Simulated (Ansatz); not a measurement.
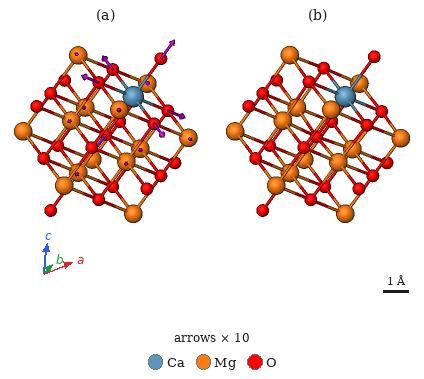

The structure of a defect cell of composition CaMg26O27 before (left) and after (right) a relaxation, at one scale. The purple arrows give the displacements, 10 times their true length.

Style: ball-and-stick. Shown: the atoms within 4.2 Å of the atom that moves most (axes of the cell of the calculation), slightly off an axis.

Method: DFT, PBE, plane-wave PAW, default files, scalar-relativistic, frozen cores (Ansatz 0.2.0). Set-up: plane-wave cutoff 420 eV; k-point mesh 3 × 3 × 3; occupations fermi dirac; smearing width 0.01 eV; no spin polarisation; potentials kind: paw, frozen_core: stored; atoms relaxed in a fixed cell; force threshold 0.02 eV/Å; at most 50 steps.

Q: Describe what moved and what it gained.

A: The largest moves, 0.10 Å, are those of O atoms. By element the largest moves are O 0.10 Å, Mg 0.02 Å. Ca stays in place. The cell stays as it was. Near-neighbour distances that change, for instance: Ca–O 2.019 → 2.123 Å, Mg–O 2.019 → 1.936 Å, Mg–Mg 2.855 → 2.813 Å, Mg–O 2.018 → 1.996 Å. Bond angles that change, for instance: Mg–O–Mg 180.0° → 175.0°, O–Mg–O 90.0° → 95.0°, O–Mg–O 90.0° → 87.0°. Over 3 accepted moves (4 points after the start) the energy falls by 0.944 eV per cell of the calculation. Largest force component: 3 eV/Å at the start, 0.015 eV/Å at the end. 1 step only repeated the SCF at the same geometry. Cost: 34 s on 4 threads of Intel(R) Xeon(R) Platinum 8488C (Sapphire Rapids) (shared host), peak memory 2.7 GiB.
